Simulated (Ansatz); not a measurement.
| atom | x (Å) | y (Å) | z (Å) |
| --- | --- | --- | --- |
| Ge | 1.6070 | 0.2108 | -0.5027 |
| Si | 2.7954 | -1.5112 | 0.5165 |
| Si | 0.6161 | 0.8218 | 1.6562 |
| H | 3.4308 | -2.6431 | -0.2334 |
| H | 3.3400 | -1.5281 | 1.9141 |
| H | 0.3656 | 2.2985 | 1.6949 |
| H | 1.4250 | 0.4616 | 2.8665 |
| H | -0.7151 | 0.1406 | 1.7697 |

Geometry: PBE0-D3(BJ)/def2-SVP.

Theory: isolated molecule in a Gaussian basis; Kohn-Sham density functional theory, functional PBE0 (Ansatz).

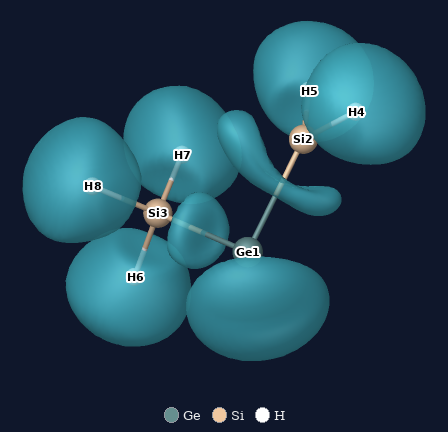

GeH5Si2 (doublet). Isosurface of the electron localisation function at 0.8 (cyan), seen at an oblique angle. Only the valence region is drawn (cores and ρ < 0.01 e/Å³ removed).

Question: Describe the localisation domains.

Answer: The surface consists of one region between bonded Ge–Si atoms (shared pairs), five regions around hydrogen nuclei, one region on Si in which the atom's valence shell and bonds are merged and one lobe on Ge, pointing away from the bonds (non-bonding electrons).

Values along the shortest contacts:
Si–Ge (2.33 Å): the ELF peaks at about 0.90 between the atoms; a shared electron pair. Si–H (1.50 Å): the ELF climbs to about 1 towards the hydrogen, as it does in any bond to H.
